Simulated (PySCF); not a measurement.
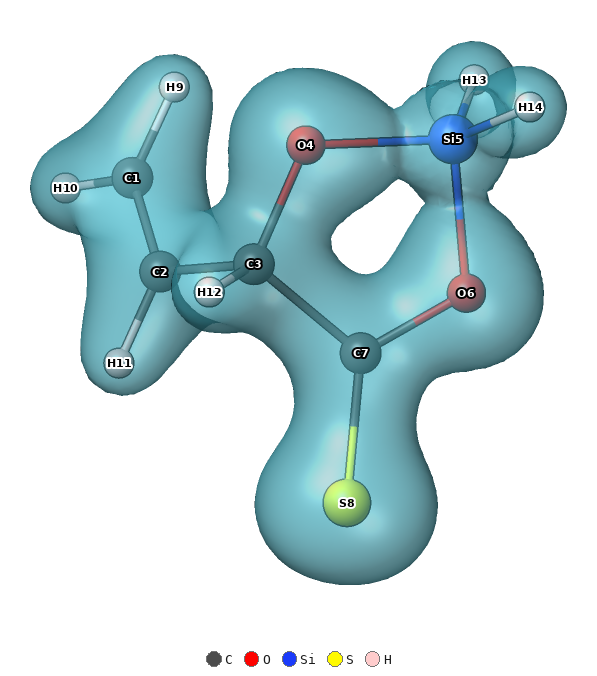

The picture shows: C4H6O2SSi. Isosurface of the total electron density at 0.6 e/Å³ (cyan), seen at a tilt.

Geometry: GFN2-xTB.

Method: PySCF, CAM-B3LYP/def2-SVPD, SCF density, gas phase.

Input

```
{"job": {"kind": "uv", "xc": "CAM-B3LYP", "basis": "def2-SVPD", "nstates": 8, "ntriplets": 3}, "charge": 0, "multiplicity": 1}
C     -2.152949    -0.046002     0.127585
C     -1.161259    -0.890076     0.331318
C      0.244676    -0.476316     0.671131
O      0.397756     0.908606     0.815002
Si     1.285322     1.578711    -0.377146
O      1.700409     0.116991    -1.077007
C      1.158539    -0.912779    -0.463992
S      1.422971    -2.446438    -0.890424
H     -2.015033     1.017834     0.226802
H     -3.140155    -0.390043    -0.126992
H     -1.280570    -1.960100     0.239795
H      0.555423    -0.965944     1.603112
H      0.485859     2.297185    -1.351431
H      2.498332     2.167898     0.150519
```

Launched as:

```sh
OMP_NUM_THREADS=1 python probes_run.py task.json out
```

Question: How is the density connected at this value?

Answer: At this value the surface is in one piece. It bridges the sampled C–O (1.32 Å), C–C (1.32 Å), C–S (1.61 Å) and Si–O (1.63 Å) contacts, where the density stays above the isovalue. On the grid the lowest density along these lines, outside the cores, is 2.1 e/Å³ (C–O, 1.32 Å), 2.4 e/Å³ (C–C, 1.32 Å), 1.6 e/Å³ (C–S, 1.61 Å) and 1 e/Å³ (Si–O, 1.63 Å).
